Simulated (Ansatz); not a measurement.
Nudged elastic band of BNH$_{3}$SO (charge −1)

System: BNH$_{3}$SO, charge −1.
Method: RKS B3LYP/STO-3G (Ansatz 0.2.0).

It belongs to a series of runs on one base structure; here: band between the two ends.

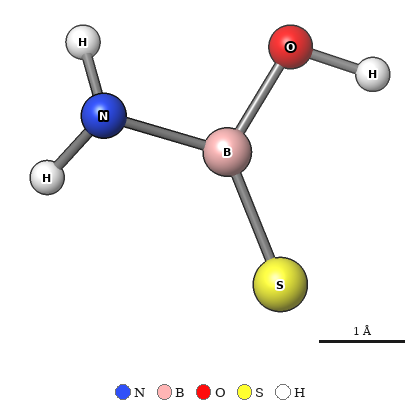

**Figure 1.** The input geometry (ball-and-stick view, seen on its broad side). Bond lengths as drawn: B–N 1.54 Å, B–O 1.46 Å, B–S 1.68 Å, H–N 1.06 Å and H–O 1.02 Å.

### The input
```yaml
crystal:
  periodic: [false, false, false]
  atoms:
    - { symbol: "N", position_ang: [-0.603548, 1.009005, 0.249207] }
    - { symbol: B, position_ang: [-0.089346, -0.423809, 0.035054] }
    - { symbol: O, position_ang: [1.338589, -0.374361, 0.315943] }
    - { symbol: S, position_ang: [-0.984581, -1.785174, -0.378083] }
    - { symbol: H, position_ang: [0.123632, 1.720502, -0.048369] }
    - { symbol: H, position_ang: [-1.413942, 1.206859, -0.398301] }
    - { symbol: H, position_ang: [1.629215, -1.353023, 0.224537] }
total_charge: -1
basis:
  gaussian: { orbitals: STO-3G }
hamiltonian:
  xc: b3lyp
neb:
  order_check: false
  images: 9
  f_tol: 0.03
  max_iterations: 60
  spring: 20.0
  final_atoms:
    - { symbol: "N", position_ang: [-0.70772903, 1.06767574, 0.25309126] }
    - { symbol: B, position_ang: [0.42621342, -0.01178267, 0.22305536] }
    - { symbol: O, position_ang: [1.64954935, 0.15314334, 0.48988161] }
    - { symbol: S, position_ang: [-0.43368935, -1.68781352, -0.23301053] }
    - { symbol: H, position_ang: [-0.26744511, 2.00172976, 0.0028352] }
    - { symbol: H, position_ang: [-1.36574512, 0.91409555, -0.5663802] }
    - { symbol: H, position_ang: [0.69886483, -2.43704919, -0.1694847] }
  initial_path:
    images:
      - { positions_ang: [[-0.603548, 1.009005, 0.249207], [-0.089346, -0.423809, 0.035054], [1.338589, -0.374361, 0.315943], [-0.984581, -1.785174, -0.378083], [0.123632, 1.720502, -0.048369], [-1.413942, 1.206859, -0.398301], [1.629215, -1.353023, 0.224537]] }
      - { positions_ang: [[-0.58652986, 1.00188309, 0.21404844], [-0.04450852, -0.40222266, 0.04106334], [1.37262688, -0.34451793, 0.3331385], [-0.92517654, -1.79081259, -0.36030705], [0.10553358, 1.73951246, -0.02807023], [-1.41469915, 1.18198699, -0.39123463], [1.49277261, -1.38583035, 0.19134963]] }
      - { positions_ang: [[-0.56951171, 0.99476118, 0.17888987], [0.00032895, -0.38063632, 0.04707268], [1.40666476, -0.31467486, 0.350334], [-0.86577208, -1.79645118, -0.34253109], [0.08743516, 1.75852292, -0.00777145], [-1.4154563, 1.15711498, -0.38416827], [1.35633022, -1.4186377, 0.15816226]] }
      - { positions_ang: [[-0.55249357, 0.98763926, 0.14373131], [0.04516643, -0.35904998, 0.05308203], [1.44070264, -0.28483179, 0.3675295], [-0.80636762, -1.80208978, -0.32475514], [0.06933674, 1.77753337, 0.01252732], [-1.41621345, 1.13224297, -0.3771019], [1.21988783, -1.45144506, 0.12497489]] }
      - { positions_ang: [[-0.53547542, 0.98051735, 0.10857274], [0.09000391, -0.33746365, 0.05909137], [1.47474052, -0.25498872, 0.384725], [-0.74696316, -1.80772837, -0.30697919], [0.05123833, 1.79654383, 0.03282609], [-1.4169706, 1.10737096, -0.37003554], [1.08344543, -1.48425241, 0.09178752]] }
      - { positions_ang: [[-0.51845728, 0.97339544, 0.07341418], [0.13484139, -0.31587731, 0.06510071], [1.5087784, -0.22514565, 0.4019205], [-0.6875587, -1.81336696, -0.28920324], [0.03313991, 1.81555429, 0.05312487], [-1.41772775, 1.08249895, -0.36296917], [0.94700304, -1.51705976, 0.05860015]] }
      - { positions_ang: [[-0.55631163, 0.9922515, 0.1093496], [0.19311579, -0.25505838, 0.09669164], [1.53693259, -0.14948785, 0.41951272], [-0.63678483, -1.78825627, -0.27796469], [-0.0269771, 1.85278938, 0.04306693], [-1.40733123, 1.04881827, -0.40365138], [0.8973754, -1.70105765, 0.01298318]] }
      - { positions_ang: [[-0.59416598, 1.01110756, 0.14528501], [0.2513902, -0.19423945, 0.12828257], [1.56508678, -0.07383005, 0.43710494], [-0.58601096, -1.76314559, -0.26672615], [-0.0870941, 1.89002448, 0.033009], [-1.3969347, 1.01513759, -0.44433359], [0.84774776, -1.88505553, -0.03263379]] }
      - { positions_ang: [[-0.63202033, 1.02996362, 0.18122043], [0.30966461, -0.13342052, 0.1598735], [1.59324097, 0.00182775, 0.45469717], [-0.53523709, -1.7380349, -0.25548761], [-0.1472111, 1.92725957, 0.02295106], [-1.38653818, 0.98145691, -0.48501579], [0.79812011, -2.06905342, -0.07825076]] }
      - { positions_ang: [[-0.66987468, 1.04881968, 0.21715585], [0.36793901, -0.0726016, 0.19146443], [1.62139516, 0.07748554, 0.47228939], [-0.48446322, -1.71292421, -0.24424907], [-0.2073281, 1.96449467, 0.01289313], [-1.37614165, 0.94777623, -0.525698], [0.74849247, -2.25305131, -0.12386773]] }
      - { positions_ang: [[-0.70772903, 1.06767574, 0.25309126], [0.42621342, -0.01178267, 0.22305536], [1.64954935, 0.15314334, 0.48988161], [-0.43368935, -1.68781352, -0.23301053], [-0.26744511, 2.00172976, 0.0028352], [-1.36574512, 0.91409555, -0.5663802], [0.69886483, -2.43704919, -0.1694847]] }
```

Launched with:
```bash
ansatz run input.yaml --threads 1 --pin off --max-ram 2048MiB --backend cpu --events-out ev --progress --plain --runs-dir out
```

### Output
```
Engine: ansatz 0.2.0, aarch64-unknown-linux-gnu
Functional definition: B3LYP
  parameter a0 = 0.2
  parameter ax = 0.72
  parameter ac = 0.81
  exchange = (1 - a0 - ax)*slater_x + ax*b88_x + a0*exact_x
  correlation = (1 - ac)*vwn_rpa_c + ac*lyp_c
383 factors; integrals over basis functions are off by at most 1.9e-5 eV
mean field evaluation 1: about -14917.5653 eV, gradient 2.0e1 eV
mean field evaluation 2: about -14912.5069 eV, gradient 4.6e1 eV
mean field evaluation 4: about -14919.5578 eV, gradient 1.5e0 eV
mean field evaluation 8: about -14919.5430 eV, gradient 3.7e-2 eV
mean field -14919.54302019 eV, -548.2830931624 hartree, gradient 8.4e-6 eV, S^2 0.000000; 0 other end points of the search recorded, 0 dependent functions left out
the calculation of the forces begins
reference -14919.54317859 eV, -548.2830989837 hartree; 20, 20 occupied and 7, 7 virtual orbitals, 383 factors
385 factors; integrals over basis functions are off by at most 3.1e-5 eV
mean field evaluation 16: about -14918.1214 eV, gradient 2.2e1 eV
mean field -14919.82340065 eV, -548.2933969545 hartree, gradient 1.8e-5 eV, S^2 0.000000; 0 other end points of the search recorded, 0 dependent functions left out
[... from here on the field's lines of each further geometry are left out, up to the last ...]
NEB iter   1: max|band force component| = 4.512e0 eV/Å  barrier→ = 2.2934 eV  barrier← = 2.5738 eV  Δτ_max = 0.1996 Å  (246 SCF iters)
NEB iter   2: max|band force component| = 2.730e0 eV/Å  barrier→ = 1.3383 eV  barrier← = 1.6187 eV  Δτ_max = 0.1941 Å  (253 SCF iters)
NEB iter   3: max|band force component| = 2.334e0 eV/Å  barrier→ = 1.4414 eV  barrier← = 1.7218 eV  Δτ_max = 0.1423 Å  (255 SCF iters)
NEB iter   4: max|band force component| = 8.245e-1 eV/Å  barrier→ = 1.1325 eV  barrier← = 1.4129 eV  Δτ_max = 0.0425 Å  (259 SCF iters)
NEB iter   5: max|band force component| = 6.282e-1 eV/Å  barrier→ = 1.0960 eV  barrier← = 1.3764 eV  CI = image 5  Δτ_max = 0.0841 Å  (236 SCF iters)
NEB iter   6: max|band force component| = 5.057e-1 eV/Å  barrier→ = 1.1206 eV  barrier← = 1.4010 eV  CI = image 5  Δτ_max = 0.0350 Å  (235 SCF iters)
NEB iter   7: max|band force component| = 4.115e-1 eV/Å  barrier→ = 1.1123 eV  barrier← = 1.3927 eV  CI = image 5  Δτ_max = 0.0416 Å  (231 SCF iters)
NEB iter   8: max|band force component| = 1.878e-1 eV/Å  barrier→ = 1.1066 eV  barrier← = 1.3870 eV  CI = image 5  Δτ_max = 0.0137 Å  (233 SCF iters)
NEB iter   9: max|band force component| = 1.361e-1 eV/Å  barrier→ = 1.1056 eV  barrier← = 1.3860 eV  CI = image 5  Δτ_max = 0.0045 Å  (231 SCF iters)
NEB iter  10: max|band force component| = 3.882e-2 eV/Å  barrier→ = 1.1054 eV  barrier← = 1.3857 eV  CI = image 5  Δτ_max = 0.0068 Å  (187 SCF iters)
NEB iter  11: max|band force component| = 2.999e-2 eV/Å  barrier→ = 1.1053 eV  barrier← = 1.3857 eV  CI = image 5  Δτ_max = 0.0107 Å  (219 SCF iters)
NEB iter  12: max|band force component| = 1.038e-1 eV/Å  barrier→ = 1.1053 eV  barrier← = 1.3857 eV  CI = image 5  Δτ_max = 0.0054 Å  (28 SCF iters)
NEB iter  13: max|band force component| = 6.520e-2 eV/Å  barrier→ = 1.1052 eV  barrier← = 1.3856 eV  CI = image 5  Δτ_max = 0.0041 Å  (181 SCF iters)
the calculation of the forces begins
reference -14919.77102978 eV, -548.2914723605 hartree; 20, 20 occupied and 7, 7 virtual orbitals, 385 factors
385 factors; integrals over basis functions are off by at most 2.5e-5 eV
mean field evaluation 1024: about -14916.8909 eV, gradient 2.0e1 eV
mean field -14918.43779760 eV, -548.2424769813 hartree, gradient 4.1e-5 eV, S^2 0.000000; 1 other end points of the search recorded, 0 dependent functions left out
the calculation of the forces begins
reference -14918.43794788 eV, -548.2424825041 hartree; 20, 20 occupied and 7, 7 virtual orbitals, 385 factors
NEB iter  14: max|band force component| = 2.144e-2 eV/Å  barrier→ = 1.1052 eV  barrier← = 1.3856 eV  CI = image 5  Δτ_max = 0.0000 Å  (390 SCF iters)
```

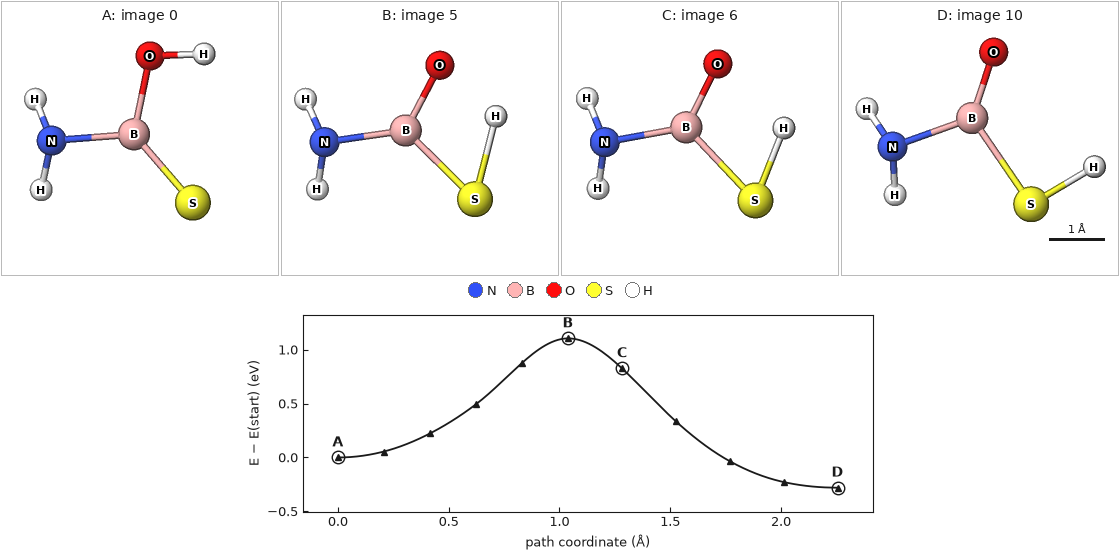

**Figure 2.** Images of the last band (counted from 0; ball-and-stick, seen at a tilt) above the energy along the path; the line is a cubic interpolation that uses the forces. The highest image is number 5, 1.105 eV above the start and 1.386 eV above the end (the climbing image); the end lies 0.280 eV below the start. The path is 2.26 Å long. The band converged in 14 iterations.

```
Total energy: -14918.43794788 eV, -548.2424825041 hartree
Atom 0 at    -0.640205     1.095536     0.254940 Å, force    -0.000113    -0.000574    -0.000103 eV/Å
Atom 1 at     0.128470    -0.214063     0.117602 Å, force     0.000463     0.003717     0.000485 eV/Å
Atom 2 at     1.446421    -0.377744     0.315857 Å, force    -0.000681    -0.001427    -0.000312 eV/Å
Atom 3 at    -0.524236    -1.875911    -0.250879 Å, force    -0.000089    -0.002146    -0.000013 eV/Å
Atom 4 at    -0.007012     1.907045     0.005671 Å, force     0.000142     0.000113     0.000244 eV/Å
Atom 5 at    -1.396537     1.158710    -0.481482 Å, force     0.000200    -0.000148    -0.000149 eV/Å
Atom 6 at     0.993119    -1.693573     0.038279 Å, force     0.000079     0.000465    -0.000152 eV/Å
Dipole moment:    -0.150095     0.152850    -0.278278 e Å
this run last wrote the band of iteration 14 to [file]; this run last wrote the band within `neb.f_tol` of iteration 11 to [file]
```

### The last band as extended XYZ (Å, eV, eV/Å)
```
7
Properties=species:S:1:pos:R:3:forces:R:3 image=0 energy=-14919.54302
N    -0.6035    1.0090    0.2492   -0.0056   0.0136   0.0052
B    -0.0893   -0.4238    0.0351    0.0026  -0.0093  -0.0022
O     1.3386   -0.3744    0.3159    0.0100  -0.0154  -0.0008
S    -0.9846   -1.7852   -0.3781    0.0013  -0.0024  -0.0017
H     0.1236    1.7205   -0.0484    0.0008  -0.0020  -0.0028
H    -1.4139    1.2069   -0.3983   -0.0003  -0.0002   0.0005
H     1.6292   -1.3530    0.2245   -0.0088   0.0157   0.0018
7
Properties=species:S:1:pos:R:3:forces:R:3 image=1 energy=-14919.48767
N    -0.6085    1.0279    0.2392    0.0145  -0.0446   0.0109
B    -0.0541   -0.3870    0.0462   -0.0887  -0.1097  -0.0512
O     1.3747   -0.4090    0.3131   -0.0799   0.0886   0.0075
S    -0.8959   -1.7960   -0.3411   -0.2718   0.0515  -0.0688
H     0.0767    1.7948   -0.0172    0.0899  -0.1320  -0.0415
H    -1.4100    1.1873   -0.4283   -0.0121   0.0331   0.0498
H     1.5172   -1.4181    0.1882    0.3481   0.1130   0.0932
7
Properties=species:S:1:pos:R:3:forces:R:3 image=2 energy=-14919.32000
N    -0.6124    1.0476    0.2376    0.0358  -0.0836  -0.0087
B    -0.0197   -0.3470    0.0615   -0.2070  -0.2315  -0.1083
O     1.4038   -0.4412    0.3105   -0.1058   0.1244   0.0195
S    -0.7919   -1.8136   -0.3113   -0.5554   0.1197  -0.1140
H     0.0426    1.8448   -0.0034    0.1374  -0.1787  -0.0462
H    -1.4054    1.1739   -0.4466   -0.0261   0.0514   0.0800
H     1.3831   -1.4644    0.1518    0.7212   0.1983   0.1777
7
Properties=species:S:1:pos:R:3:forces:R:3 image=3 energy=-14919.04896
N    -0.6186    1.0662    0.2406    0.0905  -0.1140  -0.0391
B     0.0198   -0.3039    0.0798   -0.4132  -0.3680  -0.1745
O     1.4256   -0.4658    0.3064   -0.0749  -0.1421  -0.0042
S    -0.6843   -1.8355   -0.2845   -0.7663   0.1872  -0.1336
H     0.0167    1.8794    0.0031    0.1472  -0.1581  -0.0326
H    -1.4006    1.1634   -0.4614   -0.0237   0.0458   0.1008
H     1.2414   -1.5039    0.1161    1.0405   0.5493   0.2832
7
Properties=species:S:1:pos:R:3:forces:R:3 image=4 energy=-14918.66582
N    -0.6290    1.0831    0.2473    0.1362  -0.0968  -0.0634
B     0.0714   -0.2559    0.0998   -0.5413  -0.3805  -0.1739
O     1.4377   -0.4498    0.3073   -0.0751  -0.7069  -0.0984
S    -0.5858   -1.8592   -0.2636   -0.6230   0.1602  -0.1017
H    -0.0010    1.8999    0.0053    0.0982  -0.0689  -0.0081
H    -1.3978    1.1574   -0.4737    0.0046   0.0148   0.0962
H     1.1045   -1.5754    0.0776    1.0005   1.0781   0.3493
7
Properties=species:S:1:pos:R:3:forces:R:3 image=5 energy=-14918.43780
N    -0.6402    1.0955    0.2549   -0.0001  -0.0006  -0.0001
B     0.1285   -0.2141    0.1176    0.0005   0.0037   0.0005
O     1.4464   -0.3777    0.3159   -0.0007  -0.0014  -0.0003
S    -0.5242   -1.8759   -0.2509   -0.0001  -0.0021   0.0000
H    -0.0070    1.9070    0.0057    0.0001   0.0001   0.0002
H    -1.3965    1.1587   -0.4815    0.0002  -0.0001  -0.0001
H     0.9931   -1.6936    0.0383    0.0001   0.0005  -0.0002
7
Properties=species:S:1:pos:R:3:forces:R:3 image=6 energy=-14918.71563
N    -0.6690    1.0989    0.2609   -0.1633   0.0646   0.0573
B     0.1960   -0.1678    0.1377    0.5340   0.3769   0.1591
O     1.4693   -0.2561    0.3396    0.1752   0.8961   0.1518
S    -0.4758   -1.8787   -0.2461    0.2758  -0.0025   0.0630
H    -0.0354    1.9118    0.0081   -0.1245   0.0374   0.0104
H    -1.4051    1.1454   -0.4995   -0.0193  -0.0343  -0.1086
H     0.9200   -1.8535   -0.0006   -0.6779  -1.3381  -0.3330
7
Properties=species:S:1:pos:R:3:forces:R:3 image=7 energy=-14919.20724
N    -0.6938    1.0982    0.2629   -0.1240   0.0281   0.0273
B     0.2510   -0.1269    0.1560    0.4183   0.3206   0.1360
O     1.5028   -0.1334    0.3690    0.2658   0.8744   0.1687
S    -0.4576   -1.8550   -0.2440    0.0342   0.1976   0.0545
H    -0.0720    1.9228    0.0141   -0.1889   0.0852   0.0302
H    -1.4095    1.1242   -0.5206    0.0030  -0.0990  -0.1128
H     0.8791   -2.0299   -0.0374   -0.4084  -1.4070  -0.3039
7
Properties=species:S:1:pos:R:3:forces:R:3 image=8 energy=-14919.57745
N    -0.7108    1.0924    0.2610   -0.0415  -0.0090  -0.0022
B     0.3026   -0.0908    0.1730    0.2469   0.1765   0.0766
O     1.5444   -0.0198    0.3996    0.2025   0.4939   0.1065
S    -0.4479   -1.8102   -0.2388   -0.0150   0.2179   0.0458
H    -0.1213    1.9438    0.0235   -0.1793   0.1011   0.0375
H    -1.4060    1.0874   -0.5433    0.0368  -0.1373  -0.0750
H     0.8390   -2.2028   -0.0749   -0.2504  -0.8430  -0.1892
7
Properties=species:S:1:pos:R:3:forces:R:3 image=9 energy=-14919.77088
N    -0.7179    1.0792    0.2558    0.0025  -0.0174  -0.0045
B     0.3620   -0.0528    0.1915    0.1191   0.0766   0.0317
O     1.5948    0.0809    0.4325    0.1007   0.1772   0.0467
S    -0.4389   -1.7550   -0.2319   -0.0037   0.1095   0.0222
H    -0.1890    1.9737    0.0348   -0.1108   0.0604   0.0206
H    -1.3876    1.0233   -0.5682    0.0420  -0.1107  -0.0335
H     0.7765   -2.3493   -0.1145   -0.1499  -0.2956  -0.0833
7
Properties=species:S:1:pos:R:3:forces:R:3 image=10 energy=-14919.82340
N    -0.7077    1.0677    0.2531    0.0119   0.0073   0.0039
B     0.4262   -0.0118    0.2231    0.0048   0.0015  -0.0002
O     1.6495    0.1531    0.4899   -0.0023  -0.0003   0.0001
S    -0.4337   -1.6878   -0.2330   -0.0029   0.0008   0.0000
H    -0.2674    2.0017    0.0028   -0.0121  -0.0107   0.0005
H    -1.3657    0.9141   -0.5664    0.0002   0.0028  -0.0045
H     0.6989   -2.4370   -0.1695    0.0003  -0.0014   0.0003
```

### Key numbers

| quantity | value |
| --- | --- |
| outcome | converged |
| barrier, forward | 1.105 eV |
| barrier, backward | 1.386 eV |
| hardware | 1 thread of Arm Neoverse V1, 24 GiB of memory available, shared host |
| wall time | 2.3 min |
| peak memory | 0.086 GiB |

### Remarks

The order of the saddle point was not checked.
